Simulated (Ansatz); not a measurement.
# SiGeCl (quartet): the correlation ladder at a displaced geometry (v1), cc-pVDZ

How much of the correlation energy of SiGeCl (quartet) does each wave-function method recover here?

Method: cc-pVDZ, core rule «outside noble gas», up to 24 orbitals frozen; program: Ansatz 0.2.0, Gaussian basis.

Plan: UHF; CCSD(T) on ROHF; CCSD(T) on UHF; BCCD(T) on ROHF; CISD; CCSDT(Q) on ROHF; CCSDT(Q) on UHF; CASSCF and NEVPT2, 13 electrons in 11 orbitals.

31 further runs of the same task are left out: 15 that didn't finish, 16 set aside as unsound or not needed.

**1. The geometry**

The geometry is a PBE0/def2-TZVP stationary point (not a proven minimum) with its atoms shifted at random (size 0.040 Å). No spin-orbit coupling is included. The filled d shell of Ge may be among the frozen orbitals whatever the setting's name suggests; the logs give the count.

3 atoms, charge 0, spin multiplicity 4.

Atoms are counted from 1 here; the program's logs count them from 0.

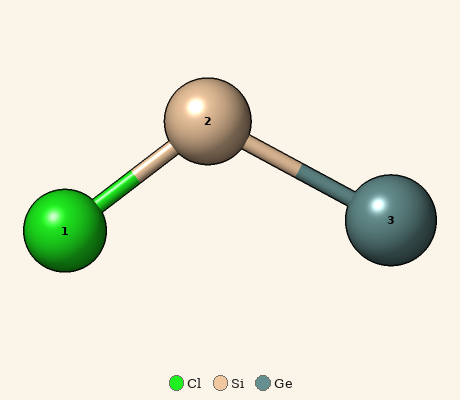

The structure; chlorine green, silicon light orange, germanium teal; atoms are numbered from 1 in the order of the file.

As a file:

```xyz
3

Cl   -0.02497   -0.44226    2.32905
Si   -0.02580    0.90246    0.74660
Ge    0.02216   -0.13308   -1.42539
```

**2. UHF**

in.yaml

```yaml
crystal:
  periodic: [false, false, false]
  atoms:
    - {symbol: Cl, position_ang: [-0.024969, -0.442257, 2.329050]}
    - {symbol: Si, position_ang: [-0.025802, 0.902459, 0.746605]}
    - {symbol: Ge, position_ang: [0.022162, -0.133077, -1.425393]}
basis:
  gaussian: {orbitals: cc-pVDZ}
magnetization: {spin_polarized: true, initial_magnetization: 3}
hamiltonian: {xc: hf}
output: {orbitals: {seedname: orbitals}}
```

The run is started by

```console
$ ansatz run in.yaml --threads 1 --pin off --events-out ev --progress --plain --max-ram 2393MiB
```

The runs that follow: CCSD(T) on ROHF; CCSD(T) on UHF; BCCD(T) on ROHF; CISD; CCSDT(Q) on ROHF; CCSDT(Q) on UHF; CASSCF and NEVPT2, 13 electrons in 11 orbitals.

Q: Predict the results of all the runs planned. Wanted: UCCSDT(Q) below the RHF energy; RMP2 from UCCSDT(Q); UMP2 from UCCSDT(Q); RCCSD from UCCSDT(Q); RCCSD(T) from UCCSDT(Q); UCCSD(T) from UCCSDT(Q); RCCSDT(Q) from UCCSDT(Q); NEVPT2 valence from UCCSDT(Q); T1 diagnostic.

The runs gave:

| quantity | value |
| --- | --- |
| UCCSDT(Q) below the RHF energy | -8.5304 eV |
| RMP2 from UCCSDT(Q) | +1319.1 meV |
| UMP2 from UCCSDT(Q) | +1368.1 meV |
| RCCSD from UCCSDT(Q) | +376.4 meV |
| RCCSD(T) from UCCSDT(Q) | +80.9 meV |
| UCCSD(T) from UCCSDT(Q) | +73.7 meV |
| RCCSDT(Q) from UCCSDT(Q) | +10.7 meV |
| NEVPT2 valence from UCCSDT(Q) | +1323.8 meV |
| levels within 1 kcal/mol (43 meV) | RCCSDT, UCCSDT, RCCSDT(Q) |
| T1 diagnostic | 0.023 |
| effectively unpaired electrons | 3.04 |

**Reading.** RCCSD(T) misses by +80.9 meV, 0.9 % of the correlation energy. One determinant dominates. These misses are within one basis, not against nature; the frozen cores of restricted and unrestricted runs differ, which can shift their rows.
